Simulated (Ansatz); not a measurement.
# [AlH4]− (SMILES [H][Al-]([H])([H])[H]) at FCI/6-31G

What is the vertical singlet–triplet gap of [AlH4]− at FCI/6-31G? 

The calculation is run with Ansatz 0.2.0.

6 further runs of the same task are left out: 6 that didn't finish.

### 1 The molecule

[AlH4]− has 5 atoms, charge -1, and is taken as a singlet. SMILES: `[H][Al-]([H])([H])[H]`. The shape comes from GFN2-xTB, which is rough for such elements, and wasn't checked as a minimum.

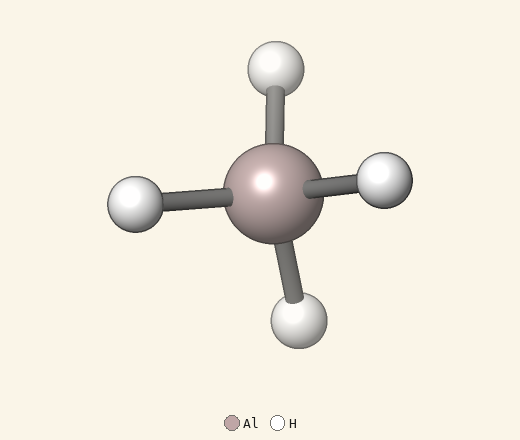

The structure, seen from a chosen angle (aluminium light grey, hydrogen white).

### 2 The energy at FCI/6-31G

File in.yaml:

```yaml
crystal:
  periodic: [false, false, false]
  atoms:
    - symbol: Al
      position_ang: [-0.001450, -0.001080, -0.000010]
    - symbol: H
      position_ang: [0.012860, -0.019320, 1.627070]
    - symbol: H
      position_ang: [1.530040, 0.013000, -0.552880]
    - symbol: H
      position_ang: [-0.773910, 1.334120, -0.520140]
    - symbol: H
      position_ang: [-0.767540, -1.326720, -0.554050]
basis:
  gaussian: {orbitals: 6-31G}
total_charge: -1
correlation: {method: fci, frozen_orbitals: {Al: 5, H: 0}}
accuracy: high
```

Run with:

```
$ ansatz run in.yaml --threads 1 --pin off --max-ram 2610MiB --events-out events.jsonl --progress --plain --runs-dir runs
```

Log:

```text
Warning: RAYON_NUM_THREADS=1 ignored (pool sized by the plan → 1); use --threads N
Functional definition: HF
  name "HF"
  exchange = exact_x
  correlation = 0
483 factors; integrals over basis functions are off by at most 2.6e-9 eV
mean field evaluation 1: about -6644.2096 eV, gradient 7.3e0 eV
mean field evaluation 2: about -6644.2154 eV, gradient 7.4e0 eV
mean field evaluation 4: about -6644.5589 eV, gradient 1.8e-1 eV
mean field evaluation 8: about -6644.5596 eV, gradient 4.7e-5 eV
mean field -6644.55962314 eV, -244.1830623062 hartree, gradient 2.0e-8 eV, S^2 0.000000; 0 other end points of the search recorded, 0 dependent functions left out
5 core orbitals not correlated: weight in the atoms' cores, before any rotation towards them, 1.000 or more for the frozen orbitals, at most 0.000 for the correlated occupied ones
reference -6644.55962314 eV, -244.1830623062 hartree; 4, 4 occupied and 12, 12 virtual orbitals, 483 factors
state -6646.64381127 eV, -244.2596548071 hartree
Total energy: -6646.64381127 eV, -244.2596548071 hartree
```

Wall time 10 s (1 thread of Arm Neoverse V1, shared host); peak memory 0.31 GiB.

### 3 The triplet, same level

File input.yaml:

```yaml
crystal:
  periodic: [false, false, false]
  atoms:
    - {symbol: Al, position_ang: [-0.001450, -0.001080, -0.000010]}
    - {symbol: H, position_ang: [0.012860, -0.019320, 1.627070]}
    - {symbol: H, position_ang: [1.530040, 0.013000, -0.552880]}
    - {symbol: H, position_ang: [-0.773910, 1.334120, -0.520140]}
    - {symbol: H, position_ang: [-0.767540, -1.326720, -0.554050]}
basis:
  gaussian:
    orbitals: 6-31G
correlation:
  method: fci
  frozen_orbitals: {Al: 5, H: 0}
magnetization:
  spin_polarized: true
  initial_magnetization: 2
accuracy: high
total_charge: -1
```

Run with:

```
$ ansatz run input.yaml --threads 1 --pin off --max-ram 2610MiB --events-out events.jsonl --progress --plain --runs-dir runs
```

Log (excerpt; [...] marks lines left out):

```text
Warning: RAYON_NUM_THREADS=1 ignored (pool sized by the plan → 1); use --threads N
Functional definition: HF
  name "HF"
[...]
483 factors; integrals over basis functions are off by at most 2.6e-9 eV
[...]
mean field -6637.40161944 eV, -243.9200105219 hartree, gradient 7.6e-8 eV, S^2 2.003016; 11 other end points of the search recorded, 0 dependent functions left out
5 core orbitals not correlated: weight in the atoms' cores, before any rotation towards them, 1.000 or more for the frozen orbitals, at most 0.000 for the correlated occupied ones
reference -6637.37496994 eV, -243.9190311709 hartree; 5, 3 occupied and 11, 13 virtual orbitals, 483 factors
state -6639.62562450 eV, -244.0017412005 hartree
Total energy: -6639.62562450 eV, -244.0017412005 hartree
```

It took 55 s on 1 thread of Arm Neoverse V1, shared host; peak memory 0.41 GiB.

### 4 Summary of results

At FCI/6-31G, 5 core orbitals frozen:

```
                                            quantity          value
                               singlet: total energy  -244.25965 Eh
singlet: correlation energy (5 core orbitals frozen)      -76.6 mEh
                               triplet: total energy  -244.00174 Eh
triplet: correlation energy (5 core orbitals frozen)      -82.7 mEh
    vertical energy of the triplet above the singlet       7.018 eV
```

In words: At this shape the triplet lies 7.02 eV (677 kJ/mol) above the singlet. For an anion a state so high probably lies above electron detachment.
